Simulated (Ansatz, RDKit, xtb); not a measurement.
# C5H6BFO2: ranking a sample of isomers

A sample of isomers of C5H6BFO2 is drawn. Aim: find which of them has the lowest free energy at 298.15 K, then its properties. The sample is small against all isomers, and the most stable one of this formula need not be in it.

Plan: many cheap relaxations first (GFN2-xTB), then density-functional screening, relaxation at r2SCAN-D4/def2-SVP, vibrations (at GFN2-xTB) and a final energy. The numbers are computed, not measured.

## Step 1: Candidates

Isomers were taken from a list of plausible structures; this is a sample, not all of them. That gives 5 candidates.

| label | SMILES | spin |
| --- | --- | --- |
| c340 | CC#CB1OC[C@H](F)O1 | singlet |
| c478 | FCC#CB1OCCO1 | singlet |
| c525 | C=CC1=CO[B@H-](F)[O+]=C1 | singlet |
| c793 | COc1ccoc1BF | singlet |
| c986 | FCOBc1ccco1 | singlet |

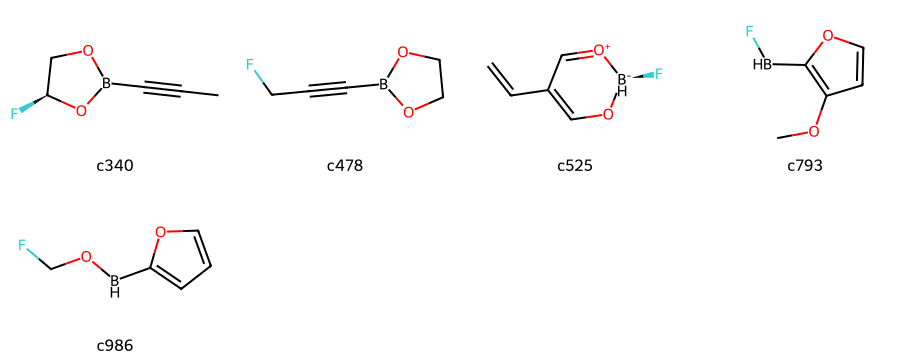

Structural formulas of the candidates.

Candidates are built by distance geometry, with a force field where one applies, in up to four conformers (letters a to d).

**Question.** With final energies at CCSD(T)/def2-SVP + MP2/def2-TZVPP - MP2/def2-SVP, which structure will this search put lowest in free energy, and by what margin?

| quantity | value |
| --- | --- |
| lowest structure found | C=CC1=CO[B@H-](F)[O+]=C1, singlet |
| next finalist | CC#CB1OC[C@H](F)O1, singlet, 12.5 kcal/mol higher in G |
| share at equilibrium, among the finalists | 100.0 % |

`C=CC1=CO[B@H-](F)[O+]=C1` comes out lowest. The margin of 12.5 kcal/mol over the next finalist is beyond the usual error of the last level; it says nothing of structures that weren't ranked. GFN2-xTB, r2SCAN-D4/def2-SVP, r2SCAN-D4/def2-SVP, relaxed, HF/def2-SVP and MP2/def2-SVP already put its bonding pattern lowest among the structures in one piece; HF/STO-3G favours the singlet CC#CB1OC[C@H](F)O1. One minimum inside the window was never screened. The search is not exhaustive (a finite list of starts, one conformer a finalist), so a lower isomer can't be ruled out. Only 5 drawn patterns were tried, so whole families of isomers are missing, and the result ranks this sample alone.
